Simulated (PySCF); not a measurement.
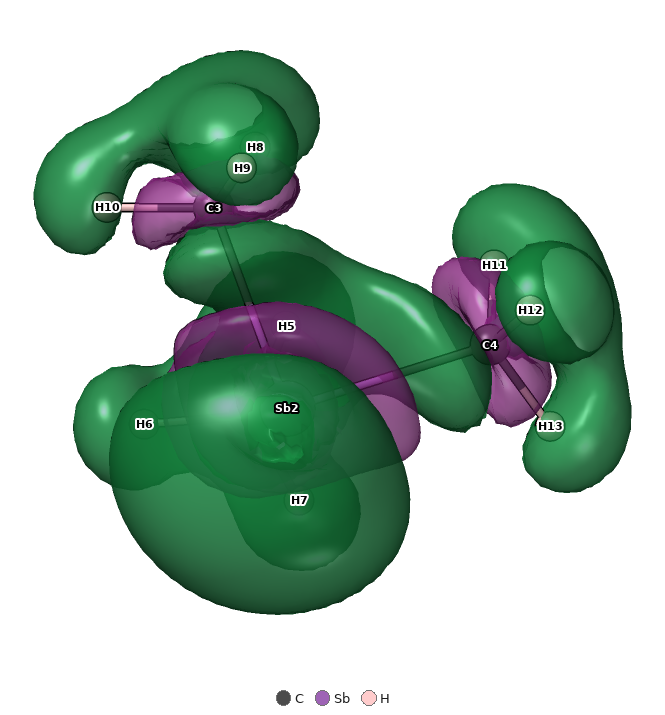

*C₃H₉Sb, SMILES `C[Sb](C)C`. Fukui function f⁻ = ρ(N) − ρ(N−1) at fixed geometry, surfaces at ±0.01 e/Å³ (green positive, purple negative).*

PySCF calculation, BP86/def2-SVPD, gas phase; geometry: GFN2-xTB. Core potentials replace the inner electrons of Sb; spin–orbit coupling isn't included. No frequency check shows the geometry to be a minimum. GFN2-xTB bond lengths at metals and heavier atoms can be off by up to 0.1 Å and shapes distorted, which carries into these values.

Coordinates in Å:

```
C1       0.7955   -1.6383    0.7457
Sb2     -0.0010    0.0007   -0.4315
C3       1.0244    1.5036    0.7495
C4      -1.8142    0.1310    0.7514
H5       0.6908   -1.4139    1.8017
H6       1.8435   -1.7837    0.5138
H7       0.2560   -2.5511    0.5197
H8       0.8881    1.2942    1.8050
H9       0.6242    2.4872    0.5178
H10      2.0825    1.4961    0.5178
H11     -1.5641    0.1106    1.8066
H12     -2.3368    1.0527    0.5246
H13     -2.4649   -0.7042    0.5225
```

On which atoms does the density change most on removal of an electron?

f⁻ (Hirshfeld-condensed) is largest on Sb2 (0.42); the vertical ionisation energy is 8.47 eV (the stability of the cation's solution wasn't checked). Condensed values hint at sites of electrophilic attack but needn't mark the atom that reacts. Orbital relaxation makes it negative in places (0.17 e in all).

```csv
atom,f⁻,charge
C1,+0.07,−0.18
Sb2,+0.42,+0.28
C3,+0.07,−0.18
C4,+0.07,−0.18
H5,+0.05,+0.03
H6,+0.04,+0.03
H7,+0.04,+0.03
H8,+0.05,+0.03
H9,+0.04,+0.03
H10,+0.04,+0.03
H11,+0.05,+0.03
H12,+0.04,+0.03
H13,+0.04,+0.03
```
